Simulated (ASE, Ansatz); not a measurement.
## Localised basis functions on (14,0) 1T-TaS2 nanotube (84 atoms)

Aim: test how closely localised support functions follow the reference on (14,0) 1T-TaS2 nanotube (84 atoms), and at what cost. A setting counts as converged where the r.m.s. difference of forces stays under 1 % of the r.m.s. force.

Program: Ansatz 0.2.0. Level of theory: Kohn-Sham DFT, PBE+D4, PAW (set soft_2), plane waves. Results are calculated unless marked as measured.

### 1. The structure

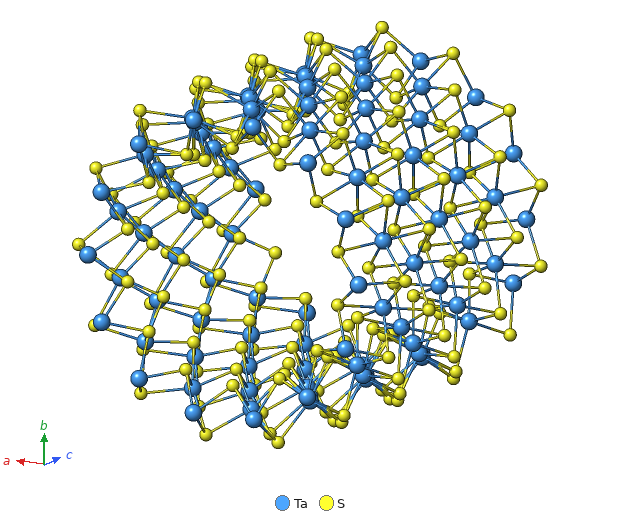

The starting structure, seen at a slant to the c axis (tantalum blue, sulfur yellow). 1×1×3 cells are drawn. Some periodic images of atoms are drawn too.

The cell holds 84 atoms: 28 Ta and 56 S. Its edges and angles: a = 27.033 Å, b = 27.033 Å, c = 5.820 Å, α = 90.0°, β = 90.0°, γ = 90.0°. It derives from TaS2 (1T-TaS2). 1T-TaS2 sheet (a = 3.36 Å) rolled into a (14,0) tube of diameter 14.97 Å, 1 period, 9 Å of vacuum; not relaxed, displaced by a Gaussian of 0.02 Å. Vacuum lies along a and b. The structure repeats along c.

Limits known from the start: The cell is under 6 Å thick along one periodic direction, so every atom has periodic images of itself close by, which move with it and show among its neighbours and in g(r). Beside vacuum, support functions can miss their usual error bounds without a warning. Sampling is at Γ alone, for a cell whose periodic width is 6 Å. Spin–orbit coupling is left out, which matters for the levels of the heavy elements.

### 2. Plane-wave single point

This run is the reference for what follows, at a cutoff of 420 eV.

File input.yaml:

```yaml
crystal:
  lattice:
    - [27.0333, 0.0, 0.0]
    - [0.0, 27.0333, 0.0]
    - [0.0, 0.0, 5.81969]
  atoms:
    - { symbol: Ta, position: [0.77751, 0.50071, 0.00343] }
    - { symbol: S, position: [0.83424, 0.5009, 0.33383] }
    - { symbol: S, position: [0.71425, 0.54823, 0.1615] }
    - { symbol: Ta, position: [0.75053, 0.61907, 0.0093] }
    - { symbol: S, position: [0.79872, 0.64551, 0.33164] }
    - { symbol: S, position: [0.67164, 0.63842, 0.16806] }
    - { symbol: Ta, position: [0.7709, 0.56188, 0.48702] }
    - { symbol: S, position: [0.82477, 0.57393, 0.83955] }
    - { symbol: S, position: [0.69895, 0.59573, 0.66057] }
    - { symbol: Ta, position: [0.67252, 0.71595, 0.99594] }
    - { symbol: S, position: [0.70885, 0.7608, 0.33264] }
    - { symbol: S, position: [0.59446, 0.69764, 0.16802] }
    - { symbol: Ta, position: [0.71648, 0.67223, 0.49402] }
    - { symbol: S, position: [0.76096, 0.70917, 0.83203] }
    - { symbol: S, position: [0.63693, 0.67316, 0.66449] }
    - { symbol: Ta, position: [0.56121, 0.77109, 0.00266] }
    - { symbol: S, position: [0.57489, 0.82481, 0.33567] }
    - { symbol: S, position: [0.50119, 0.71874, 0.16654] }
    - { symbol: Ta, position: [0.62056, 0.74861, 0.50251] }
    - { symbol: S, position: [0.64568, 0.79957, 0.83211] }
    - { symbol: S, position: [0.54839, 0.71546, 0.66602] }
    - { symbol: Ta, position: [0.43989, 0.77075, 0.99962] }
    - { symbol: S, position: [0.42437, 0.82502, 0.32797] }
    - { symbol: S, position: [0.40309, 0.69796, 0.16421] }
    - { symbol: Ta, position: [0.49961, 0.77697, 0.49959] }
    - { symbol: S, position: [0.50003, 0.83375, 0.83614] }
    - { symbol: S, position: [0.45198, 0.71564, 0.66688] }
    - { symbol: Ta, position: [0.32737, 0.71521, 0.00353] }
    - { symbol: S, position: [0.29325, 0.75942, 0.32966] }
    - { symbol: S, position: [0.32812, 0.63761, 0.16293] }
    - { symbol: Ta, position: [0.37988, 0.75039, 0.49985] }
    - { symbol: S, position: [0.35427, 0.80074, 0.83376] }
    - { symbol: S, position: [0.36226, 0.67313, 0.66265] }
    - { symbol: Ta, position: [0.24951, 0.61933, 0.99865] }
    - { symbol: S, position: [0.20131, 0.64491, 0.33491] }
    - { symbol: S, position: [0.28452, 0.54881, 0.16967] }
    - { symbol: Ta, position: [0.28335, 0.6729, 0.50185] }
    - { symbol: S, position: [0.23975, 0.70658, 0.83933] }
    - { symbol: S, position: [0.30124, 0.59295, 0.66223] }
    - { symbol: Ta, position: [0.22331, 0.50074, 0.9983] }
    - { symbol: S, position: [0.16571, 0.49975, 0.33089] }
    - { symbol: S, position: [0.28584, 0.45016, 0.17153] }
    - { symbol: Ta, position: [0.22998, 0.56118, 0.49904] }
    - { symbol: S, position: [0.17398, 0.57509, 0.83233] }
    - { symbol: S, position: [0.27936, 0.49937, 0.66926] }
    - { symbol: Ta, position: [0.25061, 0.37958, 0.00262] }
    - { symbol: S, position: [0.2005, 0.35536, 0.33585] }
    - { symbol: S, position: [0.32764, 0.36181, 0.16965] }
    - { symbol: Ta, position: [0.23043, 0.43754, 0.50086] }
    - { symbol: S, position: [0.17465, 0.42565, 0.83053] }
    - { symbol: S, position: [0.30175, 0.40526, 0.66481] }
    - { symbol: Ta, position: [0.32918, 0.28247, 0.00732] }
    - { symbol: S, position: [0.29207, 0.23902, 0.33747] }
    - { symbol: S, position: [0.40478, 0.3025, 0.16962] }
    - { symbol: Ta, position: [0.28365, 0.32625, 0.49818] }
    - { symbol: S, position: [0.23776, 0.29243, 0.83282] }
    - { symbol: S, position: [0.36202, 0.32701, 0.66132] }
    - { symbol: Ta, position: [0.43816, 0.23061, 0.00511] }
    - { symbol: S, position: [0.42642, 0.17581, 0.33576] }
    - { symbol: S, position: [0.49929, 0.28073, 0.16403] }
    - { symbol: Ta, position: [0.38021, 0.25069, 0.50124] }
    - { symbol: S, position: [0.35386, 0.2002, 0.83557] }
    - { symbol: S, position: [0.45122, 0.28557, 0.66219] }
    - { symbol: Ta, position: [0.56216, 0.23037, 0.00853] }
    - { symbol: S, position: [0.57446, 0.17533, 0.33896] }
    - { symbol: S, position: [0.59585, 0.30049, 0.16462] }
    - { symbol: Ta, position: [0.50017, 0.2232, 0.49983] }
    - { symbol: S, position: [0.49951, 0.16489, 0.82886] }
    - { symbol: S, position: [0.54916, 0.28531, 0.66322] }
    - { symbol: Ta, position: [0.67295, 0.28249, 0.00511] }
    - { symbol: S, position: [0.7067, 0.23878, 0.3312] }
    - { symbol: S, position: [0.67097, 0.36289, 0.16366] }
    - { symbol: Ta, position: [0.61968, 0.25053, 0.49683] }
    - { symbol: S, position: [0.64537, 0.19992, 0.8351] }
    - { symbol: S, position: [0.63718, 0.32629, 0.66754] }
    - { symbol: Ta, position: [0.74976, 0.37902, 0.00739] }
    - { symbol: S, position: [0.80067, 0.35508, 0.32816] }
    - { symbol: S, position: [0.71451, 0.45098, 0.16208] }
    - { symbol: Ta, position: [0.71683, 0.3268, 0.49826] }
    - { symbol: S, position: [0.76005, 0.29383, 0.83546] }
    - { symbol: S, position: [0.69888, 0.40453, 0.6667] }
    - { symbol: Ta, position: [0.76843, 0.43922, 0.5063] }
    - { symbol: S, position: [0.82509, 0.42645, 0.83615] }
    - { symbol: S, position: [0.72045, 0.50026, 0.66526] }
kpoints:
  mp_grid: { grid: [1, 1, 1] }
hamiltonian:
  xc: pbe
  dispersion: d4
scf:
  occupations: { method: gaussian, width: 0.05 }
output:
  forces: true
  populations: true
  dos:
    method: { smearing: { sigma: 0.15 } }
    de: 0.1
    projected: { site_lists: { S: [S], Ta: [Ta] } }
  eigenvalues: true
  write_density: true
  write_potential: true
  volumetric_format: npy
```

Command:

```
> ansatz run input.yaml --threads 8 --pin off --max-ram 15872MiB --backend cpu --events-out ev --progress --plain --runs-dir out
```

Numbers of over 12 decimals in the logs are rounded to 6 here.

What it wrote:

```text
Engine: ansatz 0.2.0, aarch64-unknown-linux-gnu
Pseudopotentials: kind: paw
Pseudopotential: Ta, paw, valence charge 13, recommended cutoff 420 eV (normal), Ta.paw.azcp
Pseudopotential: S, paw, valence charge 6, recommended cutoff 420 eV (normal), S.paw.azcp
[... 5 lines on functional and potentials left out ...]
Crystal: 84 atoms, lattice volume = 4253.025 Å³
Basis set: ecut = 420 eV, 83163 PW (Γ), exchange–correlation on 384×384×80 points (8 copies of the dense FFT grid, shifted against one another)
Bands: 434, of which v1, the nominal top of the filled ones, is band 350 counted from 1 (349 counted from 0)
Symmetry: 1 space group operations
Space group: P1 (ITA 1), of the structure as read, at distance tolerance 1.6e-4 Å
k-points: 1
[... 5 lines on functional and potentials left out ...]
Initial density: superposition of atomic densities (neutral atoms: chi_scale 0, normalization atom), corrected by the library's trained network
Initial wavefunctions: pseudopotential atomic-orbital guess
Functional: x = pbe(κ = 0.804, μ = 0.219515), c = pbe(β = 0.066725)
SCF iter   1: F=—  HF=-328694.455861 eV  |F-HF|=—  |Δ(HF+E_count)|=         —  Δρ=5.45e-3  dr2=3.34e0  ethr=1.77e-3  ⟨swp⟩=8.0  Hψ=1996  notcnv=0  defer=4
preconditioner: auto → LDOS  [metal: Δε(μ)=0.021 eV  Ē_g=7.899 eV  σ=0.050 eV  W_gap=0.23  n_scr=594 (ndim 8)  ℏωp=12.4 eV  f_vac=0.590  D(μ)=149.29/eV (n_scr^D=1152)  β→1.0]
SCF iter   2: F=—  HF=-328694.204862 eV  |F-HF|=—  |Δ(HF+E_count)|=   2.51e-1  Δρ=3.42e-3  dr2=2.21e0  ethr=4.78e-4  ⟨swp⟩=3.0  Hψ=845  notcnv=0  defer=62
SCF iter   3: F=—  HF=-328694.157666 eV  |F-HF|=—  |Δ(HF+E_count)|=   4.72e-2  Δρ=1.62e-3  dr2=3.21e-1  ethr=3.15e-4  ⟨swp⟩=1.0  Hψ=372  notcnv=0  defer=62
SCF iter   4: F=—  HF=-328694.146172 eV  |F-HF|=—  |Δ(HF+E_count)|=   1.15e-2  Δρ=1.08e-3  dr2=1.46e-1  ethr=4.58e-5  ⟨swp⟩=2.0  Hψ=490  notcnv=0  defer=62
SCF iter   5: F=—  HF=-328694.139871 eV  |F-HF|=—  |Δ(HF+E_count)|=   6.30e-3  Δρ=6.50e-4  dr2=5.40e-2  ethr=2.09e-5  ⟨swp⟩=2.0  Hψ=554  notcnv=0  defer=62
SCF iter   6: F=—  HF=-328694.136941 eV  |F-HF|=—  |Δ(HF+E_count)|=   2.93e-3  Δρ=3.53e-4  dr2=1.55e-2  ethr=7.72e-6  ⟨swp⟩=2.0  Hψ=614  notcnv=0  defer=62
SCF iter   7: F=—  HF=-328694.136341 eV  |F-HF|=—  |Δ(HF+E_count)|=   6.00e-4  Δρ=1.62e-4  dr2=2.85e-3  ethr=2.21e-6  ⟨swp⟩=2.0  Hψ=383  notcnv=0  defer=62
SCF iter   8: F=—  HF=-328694.136336 eV  |F-HF|=—  |Δ(HF+E_count)|=   4.70e-6  Δρ=9.92e-5  dr2=1.37e-3  ethr=4.07e-7  ⟨swp⟩=2.0  Hψ=498  notcnv=0  defer=62
SCF iter   9: F=—  HF=-328694.136369 eV  |F-HF|=—  |Δ(HF+E_count)|=   3.29e-5  Δρ=6.27e-5  dr2=4.56e-4  ethr=1.96e-7  ⟨swp⟩=1.0  Hψ=372  notcnv=0  defer=62
SCF iter  10: F=—  HF=-328694.136371 eV  |F-HF|=—  |Δ(HF+E_count)|=   1.77e-6  Δρ=3.52e-5  dr2=1.31e-4  ethr=6.52e-8  ⟨swp⟩=2.0  Hψ=498  notcnv=0  defer=62
SCF iter  11: F=—  HF=-328694.136375 eV  |F-HF|=—  |Δ(HF+E_count)|=   4.34e-6  Δρ=2.21e-5  dr2=5.90e-5  ethr=1.87e-8  ⟨swp⟩=2.0  Hψ=559  notcnv=0  defer=62
SCF iter  12: F=—  HF=-328694.138513 eV  |F-HF|=—  |Δ(HF+E_count)|=   2.14e-3  Δρ=1.21e-5  dr2=1.68e-5  ethr=8.43e-9  ⟨swp⟩=1.0  Hψ=434  notcnv=0  defer=62
SCF iter  13: F=—  HF=-328694.138514 eV  |F-HF|=—  |Δ(HF+E_count)|=   1.68e-6  Δρ=7.81e-6  dr2=7.75e-6  ethr=2.40e-9  ⟨swp⟩=2.0  Hψ=615  notcnv=0  defer=62
SCF iter  14: F=—  HF=-328694.138515 eV  |F-HF|=—  |Δ(HF+E_count)|=   7.20e-7  Δρ=4.30e-6  dr2=2.94e-6  ethr=1.11e-9  ⟨swp⟩=2.0  Hψ=388  notcnv=0  defer=62
SCF iter  15: F=—  HF=-328694.138515 eV  |F-HF|=—  |Δ(HF+E_count)|=   1.94e-7  Δρ=2.76e-6  dr2=9.81e-7  ethr=4.20e-10  ⟨swp⟩=2.0  Hψ=381  notcnv=0  defer=62
SCF iter  16: F=—  HF=-328694.138515 eV  |F-HF|=—  |Δ(HF+E_count)|=   1.34e-7  Δρ=1.81e-6  dr2=3.72e-7  ethr=1.40e-10  ⟨swp⟩=2.0  Hψ=500  notcnv=0  defer=62
SCF iter  17: F=—  HF=-328694.138516 eV  |F-HF|=—  |Δ(HF+E_count)|=   7.33e-8  Δρ=1.28e-6  dr2=2.23e-7  ethr=5.31e-11  ⟨swp⟩=2.0  Hψ=553  notcnv=0  defer=62
SCF iter  18: F=-328694.138516 eV  HF=-328694.138516 eV  |F-HF|=7.22e-9  |Δ(HF+E_count)|=   3.39e-8  Δρ=7.24e-7  dr2=6.78e-8  ethr=1.43e-11  ⟨swp⟩=28.0  Hψ=5048  notcnv=0
SCF 1 converged in 18 iterations: F = -328694.138516 eV  dr2 = 6.78e-8
  greatest PAW one-centre occupation: 0.999 electrons in one spin orbital (limit 2), on the Ta atom at site 27 (counted from 0), in its partial waves of l = 0
WARN: The output density's exchange-correlation potential varies sharply where the density is thin. Do not read a vacuum level from v_tot or v_xc, or from such a field of the output density. On a cell that repeats whose density bears no net charge and no dipole along the vacuum's axis use v_es (v_loc + v_h of the components); [...]
SCF converged after 18 iterations
Free energy (F): -328694.138516 eV
Harris-Foulkes:  -328694.138516 eV  (|F-HF|=7.22e-9)
Internal energy: -328693.907966 eV  (E = F + TS)
E sigma→0 (E₀):  -328694.023241 eV
Entropy (-TS):   -0.230549 eV (-2.745 meV/atom)
Fermi energy:    1.145102 eV
--- Per-component energies (eV) ---
  E_band       = -12045.925219
  E_kinetic    = 16346.520946
  E_local      = -364174.210396  (includes V_loc(G=0)·N_el)
  E_nonlocal   = 2011.910689
  E_hartree    = 173939.735911
  E_xc         = -11590.179040
  E_vxc        = -10655.113093  (∫ρ·V_xc dr)
  E_paw        = -268732.525691  (= ΣΔE_a)
  E_vpaw       = -3454.513016  (= ΣTr[D̂ρ^β])
  E_aug_tail   = 0.004264  (compensation charges beyond the density's cutoff)
  E_ewald      = 123525.611969
  E_disp       = -20.776619  (pairwise vdW)
  E_smearing   = -0.230549  (= −TS)
  E_closure    = 0.000000  (closes the sum)
  Σ components = -328694.138516   (vs F -328694.138516, Δ=0.00e0)
--- Forces (eV/Å), atoms counted from 1 ---
  atom   1  Ta     1.72192048    -0.21622727    -0.84218301
  atom   2  S     -0.64172830    -0.17929694    -0.03233934
  atom   3  S     -0.15088084     0.46767512     0.60879200
  atom   4  Ta     0.87098758     0.93690498    -0.76123649
  atom   5  S      0.20621245    -0.12351634     0.25717905
  atom   6  S      0.21325586    -0.72448960     0.36291158
  atom   7  Ta     0.99249373     0.27756790    -0.39243721
  atom   8  S     -0.65342279    -0.03217758    -0.30478641
  atom   9  S      0.00607193     0.05342743     0.62113098
  atom  10  Ta     0.95956924     1.61707139    -0.93559530
  atom  11  S     -0.78494146    -0.71673180    -0.17269320
  atom  12  S      0.26225819     0.37253561     0.49334635
  atom  13  Ta     1.28902264     1.22884344     0.24328161
  atom  14  S     -0.67948458    -0.71645436    -0.02616510
[...]
atom  83  S     -0.54633547    -0.00463239    -0.31973325
  atom  84  S     -0.07416339     0.25937149     0.46000764
  max |Σ_I F_I| component: 4.49e-5 eV/Å
--- Band table (eV) ---
  k-point 0: bands = ["-67.8317", "-67.8142", "-67.8132", "-67.8098", [... 418 levels ...], "4.1207", "4.1267", "4.1594", "4.2079", "4.2794", "4.3045", "4.3159", "4.3513", "4.3626", "4.3860", "4.4146", "4.4328"]
--- Löwdin populations: 84 sites ---
  site symbol       q [e]
     0     Ta     12.4514
     1      S      6.2581
     2      S      6.0297
[...]
83      S      6.0652
  spilling = 0.008864 (of n_electrons = 700.000000)
```

Elapsed: 53 s, on 8 threads of Arm Neoverse V2, shared host; peak memory 5.1 GiB; 6.7 min of CPU time.

The program notes that the exchange-correlation potential is rough where the density is thin.

The run gave:

| Property | Result |
| --- | --- |
| free energy | -328694.1385 eV |
| free energy per atom | -3913.0255 eV/atom |
| SCF cycles | 18 |
| r.m.s. force component | 0.6898 eV/Å |
| longest force | 2.257 eV/Å |
| Fermi energy | 1.145 eV |
| levels partly filled by over 2 per cent | 12 |
| spilling of the projection | 0.008864 |

Length of the force by element:

```csv
element,coordination,atoms,mean length of the force (eV/Å),spread,least,most
S,all,56,0.701,0.251,0.254,1.36
Ta,all,28,1.75,0.342,1.10,2.26
```

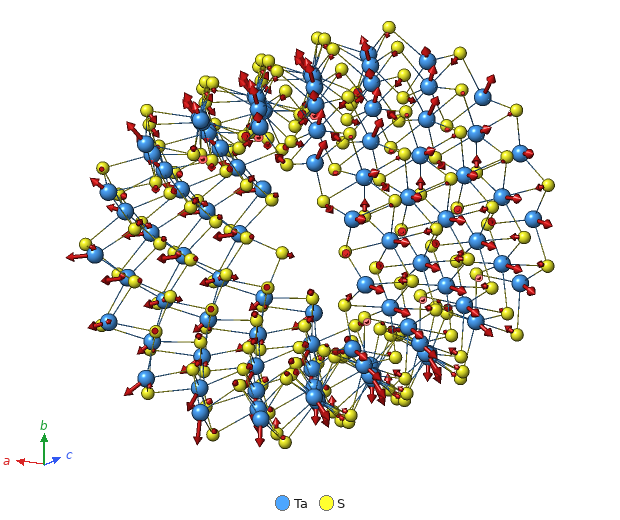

Forces as arrows; the longest in the cell is 2.26 eV/Å. 1×1×3 cells are drawn. Some periodic images of atoms are drawn too.

Löwdin charges by element (they lack the spilled electrons, 0.074 e an atom on average):

```csv
element,coordination,atoms,mean charge (e),spread,least,most
S,all,56,-0.167,0.0954,-0.300,-0.0296
Ta,all,28,0.556,0.0118,0.534,0.575
```

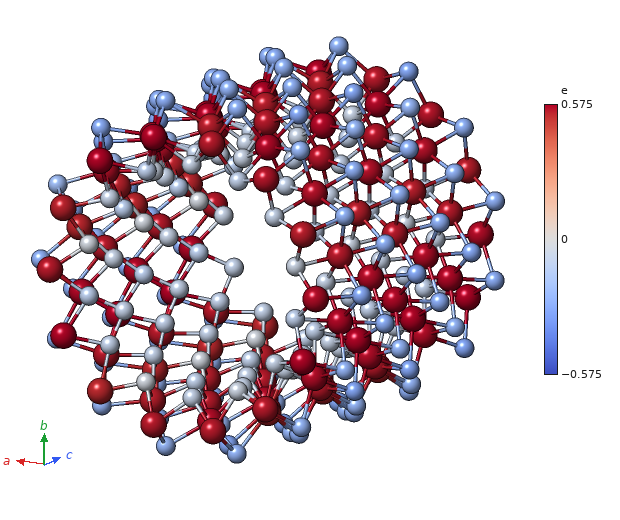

Atoms coloured by Löwdin charge. 1×1×3 cells are drawn. Some periodic images of atoms are drawn too.

Density of states as counts of states in windows of 1 eV (from the Fermi level), total and the larger projections:

```csv
from (eV),to (eV),total,S p,Ta d,S s
-14,-13,57.9,1.4,6.7,46.7
-13,-12,19.5,0.2,2.3,16.7
-12,-9,0.0,0.0,0.0,0.0
-9,-8,0.3,0.2,0.1,0.0
-8,-7,31.4,21.8,6.3,0.5
-7,-6,31.1,20.1,7.6,1.1
-6,-5,39.9,25.6,10.1,1.5
-5,-4,85.6,54.4,26.1,2.1
-4,-3,93.2,68.5,17.7,4.0
-3,-2,40.1,31.1,6.8,1.0
-2,-1,14.2,9.8,3.7,0.2
-1,0,30.4,9.3,19.6,0.1
0,1,59.8,18.6,38.0,0.2
1,2,42.3,10.4,29.4,0.2
```

Between -26 and -14 eV lie 35 more states.

About 222 of the 700 electrons lie in deeper levels, below the stored range.

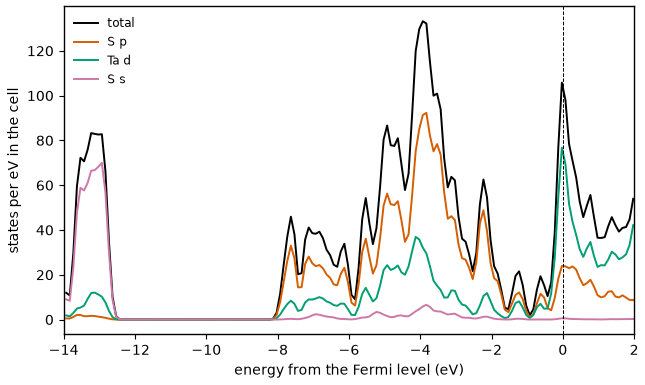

Total and projected density of states, with the broadening of the input.

The levels nearest the highest filled one (over half full), pooled over k-points and spins:

```csv
level less the highest filled one (eV),occupation
-0.0956,2.00
-0.053,1.94
-0.0314,1.79
-0.0192,1.64
-0.0084,1.45
0,1.29
0.0137,0.984
0.0172,0.905
0.0221,0.796
0.0322,0.586
0.0455,0.357
0.056,0.223
```

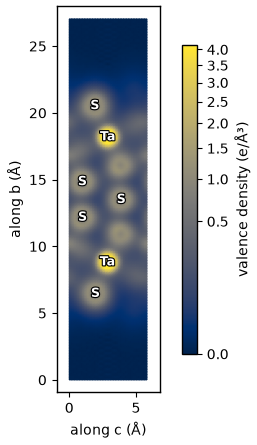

Valence density in the cb plane at fractional x = 0.286, with atoms of S and Ta within 0.2 Å of it. It is the smooth field of the valence electrons, not physical close to the nuclei. The colour scale is stretched toward low values.

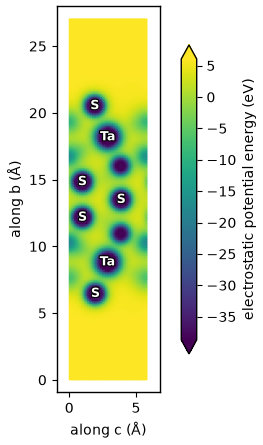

Electrostatic potential energy in the cb plane at fractional x = 0.286, with atoms of S and Ta within 0.2 Å of it. With pseudopotentials it is smooth inside the atoms' cores, unlike the true potential.

Mean Löwdin charges: S -0.17, Ta +0.56 e (they miss 0.89 % of the electrons, so they add up to more than the cell's charge). Within 0.4 eV of the Fermi level the largest share is Ta d (71 % of the projected weight).

(Part 1 of 2 ends here.)

[Logs are printed without paths, hosts, clocks, repeated set-up lines and the standing remarks that a program may print on its own settings, such as how far it seeks lower states.]

[Hosts, paths, dates, database ids (printed as entryN), source tags and the programs' standing remarks are cut or masked in the printed files.]
